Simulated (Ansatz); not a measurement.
System: ClFGe4H9···H.

Input

```
crystal:
  periodic: [false, false, false]
  atoms:
    - {symbol: Ge, position_ang: [-0.082525, -0.213005, -0.022578]}
    - {symbol: Ge, position_ang: [0.262506, 2.096197, -0.191307]}
    - {symbol: Ge, position_ang: [0.802958, -1.605194, -1.792652]}
    - {symbol: Ge, position_ang: [-1.672756, -0.982528, 1.631277]}
    - {symbol: Cl, position_ang: [-1.793435, 0.989975, -1.483118]}
    - {symbol: H, position_ang: [1.748984, 1.081354, 1.073744]}
    - {symbol: F, position_ang: [1.588804, -0.163612, 1.181883]}
    - {symbol: H, position_ang: [-0.519716, 3.096269, 0.660777]}
    - {symbol: H, position_ang: [0.971671, 2.724916, -1.391033]}
    - {symbol: H, position_ang: [1.760204, 2.029019, 0.909891]}
    - {symbol: H, position_ang: [1.806039, -2.605563, -1.203049]}
    - {symbol: H, position_ang: [-0.372964, -2.344763, -2.439538]}
    - {symbol: H, position_ang: [1.495330, -0.699588, -2.819603]}
    - {symbol: H, position_ang: [-2.238177, 0.242163, 2.363616]}
    - {symbol: H, position_ang: [-2.793090, -1.729363, 0.899506]}
    - {symbol: H, position_ang: [-0.963934, -1.916376, 2.622083]}
basis:
  gaussian: {orbitals: def2-TZVPP}
hamiltonian: {xc: pbe0, dispersion: d4}
output: {orbitals: {seedname: orbitals}}
```

Command:

```sh
ansatz run in.yaml --threads 4 --pin off --events-out ev --progress --plain --max-ram 41984MiB --backend cuda --devices 0, --max-vram 37GiB
```

A transition-state structure; geometry: PBE0-D4/def2-TZVP.

All numbers below come from Ansatz, RKS PBE0-D4/def2-TZVPP.

**What will maps of the electron density and electron localisation function show?**

H6···H10 (0.96 Å): the density falls to about 1 e/Å³ on the way; the ELF is about 1 at the midpoint.
Ge–F (2.06 Å): the density is about 0.46 e/Å³ at the midpoint; the ELF peaks at about 0.85 in the valence shell of F, 0.5 Å from its nucleus, and is about 0.20 at the midpoint.
Ge–Ge (2.34 Å): ρ at the midpoint is about 0.67 e/Å³; the ELF peaks at about 0.85 between the atoms; a covalent bond.
Ge–Cl (2.55 Å): ρ is about 0.36 e/Å³ halfway; the ELF peaks at about 0.85 in the valence shell of Cl, 0.8 Å from its nucleus, and is about 0.45 at the midpoint.

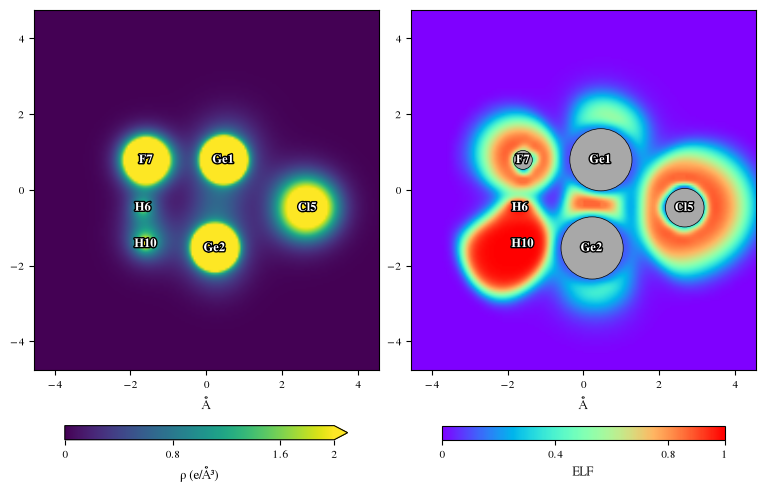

Computed electron density and electron localisation function on the plane of atoms Ge1, Ge2 and H10, in this order. Grey discs cover the atomic cores in the ELF map. 
